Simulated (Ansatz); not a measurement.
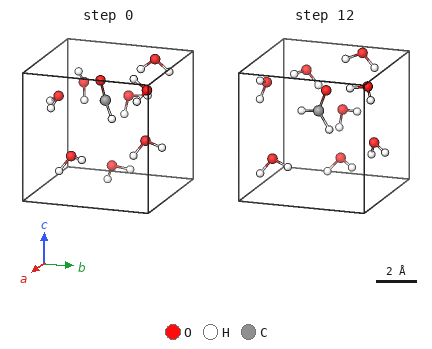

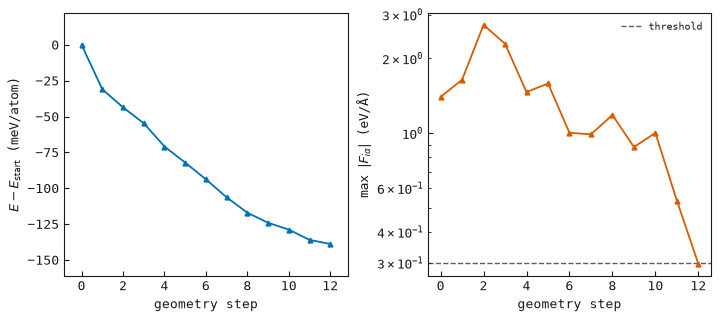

First and last geometry of a relaxation of an amorphous cell of composition H₁₈CO₉, with the history of the run. Style: ball-and-stick. Shown: the cell of the calculation, slightly off an axis.

The cell holds 8 H2O + 1 H2CO. The run prepares the start of a later molecular dynamics calculation, from a guessed geometry.

Computed with DFT r2SCAN, scalar-relativistic, plane waves, PAW in Ansatz 0.2.0. (plane-wave cutoff 500 eV; k-point mesh 1 × 1 × 1; occupations fermi dirac; smearing width 0.05 eV; no spin polarisation; atoms relaxed in a fixed cell; force threshold 0.3 eV/Å; at most 15 steps)

Did the run converge, and what did it change?

Answer. It converged. The largest move is that of an H atom, 1.49 Å along [−1 −1 2]. Largest moves by element: H 1.49 Å, O 1.07 Å, C 0.55 Å. The cell stays as it was. Near-neighbour distances that change, for instance: H–O 0.969 → 0.985 Å, H–O 0.969 → 0.962 Å, C–O 1.220 → 1.214 Å. Among the angles between lasting bonds that change: H–O–H 104.0° → 110.4°, H–C–H 115.7° → 118.5°. Over 12 geometry steps the energy falls by 139 meV per atom. Largest force component: 1.4 eV/Å at the start, 0.3 eV/Å at the end.

Limits of the set-up: the periodic images lie only 6.7 Å apart, so the values are limited by the cell's size.
